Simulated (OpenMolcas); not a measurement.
# CH6O2Si (SMILES C[SiH](O)O) at 6 levels

Aim: a comparison of 6 runs (HF/cc-pVDZ, B3LYP/cc-pVDZ, PBE/cc-pVDZ, PBE0/cc-pVDZ, SVWN5/cc-pVDZ, TPSS/cc-pVDZ) of CH6O2Si. 

The results are computed with OpenMolcas 26.06.

1 further run of the same task is left out (set aside as unsound or not needed).

**1. Starting point**

CH6O2Si: 10 atoms, total charge 0, spin state singlet. As SMILES, `C[SiH](O)O`. One bond was lengthened or shortened from a relaxed shape.

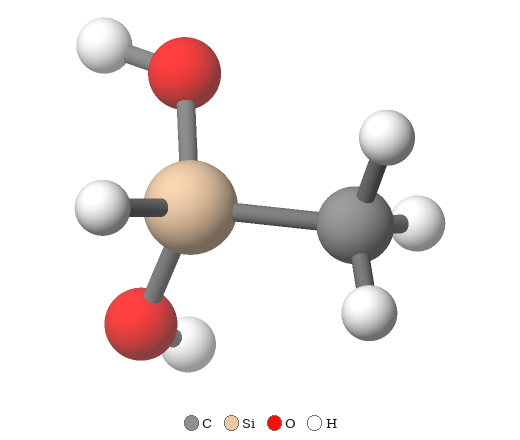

Viewed from a chosen angle; carbon grey, silicon light orange, oxygen red, hydrogen white.

**2. A single-point energy at HF/cc-pVDZ (run 1)**

Input file test.inp:

```
* CH6O2Si Hartree-Fock
>>> EXPORT MOLCAS_PRINT=2

&gateway
  baslib
  $CurrDir
  coord
  10
  angstrom
  C       -1.208918       0.326600      -0.285516
  Si       0.601582       0.158800       0.067684
  O        0.734482      -1.177200       1.021684
  O        1.509082       0.037300      -1.300716
  H       -1.597018      -0.571000      -0.774716
  H       -1.853400       0.489100       0.780800
  H       -1.400318       1.182600      -0.936516
  H        1.172682       1.348700       0.745584
  H        1.605582      -1.388100       1.360684
  H        1.276182      -0.648800      -1.928016
  basis
  cc-pVDZ
  group
  NoSym

&seward

&scf
  thresholds
  1e-10 1e-07 1e-07 1e-05
  prorbitals
  0
```

The basis set cc-pVDZ is read from a file made from the Basis Set Exchange's data (not shown).

Run with:

```sh
$ export MOLCAS_MEM=1860
$ pymolcas test.inp > test.log
```

Output:

```text
--- Start Module: gateway ---
[...]
--- Stop Module: gateway /rc=_RC_ALL_IS_WELL_ ---
--- Start Module: seward ---
[...]
      Basis functions           90
--- Stop Module: seward /rc=_RC_ALL_IS_WELL_ ---
[...]
--- Start Module: scf ---
[...]
       Convergence after  12 Iterations
[...]
::    Total SCF energy                               -480.1130569546
[...]
      Total spin, S                                     0.0000000000
[...]
      Total electronic charge=   42.000000
      Total            charge=   -0.000000
[...]
      Dipole Moment (debye):
      Origin of the operator (angstrom)=    0.4795   -0.1212   -0.0866
                   X= -2.3524E-02               Y= -8.2738E-01               Z= -5.1827E-01           Total=  9.7658E-01
      Quadrupole Moment (debye*angstrom):
[...]
--- Stop Module: scf /rc=_RC_ALL_IS_WELL_ ---
[...]
```

Wall time 12 s (1 thread of AMD EPYC 7R43 (Zen 3), shared host); peak memory 0.49 GiB.

**3. A single-point energy at B3LYP/cc-pVDZ (run 2)**

Input file coord.xyz:

```xyz
10

C     -1.208918     0.326600    -0.285516
Si     0.601582     0.158800     0.067684
O      0.734482    -1.177200     1.021684
O      1.509082     0.037300    -1.300716
H     -1.597018    -0.571000    -0.774716
H     -1.853400     0.489100     0.780800
H     -1.400318     1.182600    -0.936516
H      1.172682     1.348700     0.745584
H      1.605582    -1.388100     1.360684
H      1.276182    -0.648800    -1.928016
```

Input file calc.inp:

```
* CH6O2Si Kohn-Sham DFT

&GATEWAY
  BasLib=$CurrDir
  Coord=coord.xyz
  Basis=cc-pVDZ
  Group=NoSym

&SEWARD
  GridInput
  Grid=UltraFine
  End of Grid

&SCF
  KSDFT=B3LYP
  Thresholds=1e-10 1e-07 1e-07 1e-05
  PrOrbitals=1 1
```

The basis set cc-pVDZ is read from a file made from the Basis Set Exchange's data (not shown).

Run with:

```sh
$ export MOLCAS_MEM=1860
$ pymolcas calc.inp > calc.log
```

Output:

```text
--- Start Module: gateway ---
[...]
--- Stop Module: gateway /rc=_RC_ALL_IS_WELL_ ---
--- Start Module: seward ---
[...]
      Basis functions           90
--- Stop Module: seward /rc=_RC_ALL_IS_WELL_ ---
[...]
--- Start Module: scf ---
[...]
       Convergence after  13 Iterations
[...]
::    Total KS-DFT energy                            -481.7591742481
[...]
      Total spin, S                                     0.0000000000
[...]
      Total electronic charge=   42.000000
      Total            charge=   -0.000000
[...]
      Dipole Moment (debye):
      Origin of the operator (angstrom)=    0.4795   -0.1212   -0.0866
                   X= -1.8448E-02               Y= -9.0967E-01               Z= -5.2719E-01           Total=  1.0516E+00
      Quadrupole Moment (debye*angstrom):
[...]
--- Stop Module: scf /rc=_RC_ALL_IS_WELL_ ---
[...]
```

It took 42 s on 1 thread of AMD EPYC 7R43 (Zen 3), shared host; peak memory 0.49 GiB.

Runs 3 to 5 aren't shown in full; the table further down has their settings and results.

**4. A single-point energy at TPSS/cc-pVDZ (run 6)**

Input file run.input:

```
* CH6O2Si Kohn-Sham DFT
&gateway
baslib
$CurrDir
coord
10
angstrom
C       -1.208918       0.326600      -0.285516
Si       0.601582       0.158800       0.067684
O        0.734482      -1.177200       1.021684
O        1.509082       0.037300      -1.300716
H       -1.597018      -0.571000      -0.774716
H       -1.853400       0.489100       0.780800
H       -1.400318       1.182600      -0.936516
H        1.172682       1.348700       0.745584
H        1.605582      -1.388100       1.360684
H        1.276182      -0.648800      -1.928016
basis
cc-pVDZ
group
NoSym
&seward
gridinput
Grid=UltraFine
End of Grid
&scf
ksdft
2
1.0 MGGA_X_TPSS
1.0 MGGA_C_TPSS
thresholds
1e-10 1e-07 1e-07 1e-05
prorbitals
1
```

The basis set cc-pVDZ is read from a file made from the Basis Set Exchange's data (not shown).

Run with:

```sh
$ export MOLCAS_MEM=1860
$ pymolcas run.input > run.log
```

Output:

```text
--- Start Module: gateway ---
[...]
--- Stop Module: gateway /rc=_RC_ALL_IS_WELL_ ---
--- Start Module: seward ---
[...]
      Basis functions           90
--- Stop Module: seward /rc=_RC_ALL_IS_WELL_ ---
[...]
--- Start Module: scf ---
[...]
       Convergence after  13 Iterations
[...]
::    Total KS-DFT energy                            -481.7831963065
[...]
      Total spin, S                                     0.0000000000
[...]
      Total electronic charge=   42.000000
      Total            charge=   -0.000000
[...]
      Dipole Moment (debye):
      Origin of the operator (angstrom)=    0.4795   -0.1212   -0.0866
                   X=  3.1394E-02               Y= -9.6420E-01               Z= -5.5088E-01           Total=  1.1109E+00
      Quadrupole Moment (debye*angstrom):
[...]
--- Stop Module: scf /rc=_RC_ALL_IS_WELL_ ---
[...]
```

It took 56 s on 1 thread of AMD EPYC 7R43 (Zen 3), shared host; peak memory 0.49 GiB.

**5. Overview of the runs**

```
run          level  integration grid  energy (Eh)  dipole moment (D)  HOMO energy (eV)  LUMO energy (eV)  wall time
  1     HF/cc-pVDZ                 –  -480.113057               0.98            -11.92              4.51       12 s
  2  B3LYP/cc-pVDZ         UltraFine  -481.759174               1.05             -8.04              0.98       42 s
  3    PBE/cc-pVDZ         UltraFine  -481.362074               1.10             -6.71              0.41       42 s
  4   PBE0/cc-pVDZ         UltraFine  -481.406730               1.04             -8.30              1.36       41 s
  5  SVWN5/cc-pVDZ         UltraFine  -479.101082               1.11             -6.80              0.29       29 s
  6   TPSS/cc-pVDZ         UltraFine  -481.783196               1.11             -6.88              0.64       56 s
```

**6. Summary of results**

| quantity | value |
| --- | --- |
| run 6: total energy | -481.78320 Eh |
| run 6: dipole moment | 1.11 D |
| run 6: HOMO energy | -6.88 eV |
| run 6: LUMO energy | 0.64 eV |
| run 6: HOMO–LUMO gap | 7.53 eV |

The dipole moment (its size) runs from 0.98 D (HF/cc-pVDZ) to 1.11 D (SVWN5/cc-pVDZ). The HOMO–LUMO gap runs from 7.09 eV (SVWN5/cc-pVDZ) to 16.44 eV (HF/cc-pVDZ). Exact exchange widens orbital gaps. Totals of different functionals can't be ranked against each other. All runs together took 3.7 min, the longest 56 s.
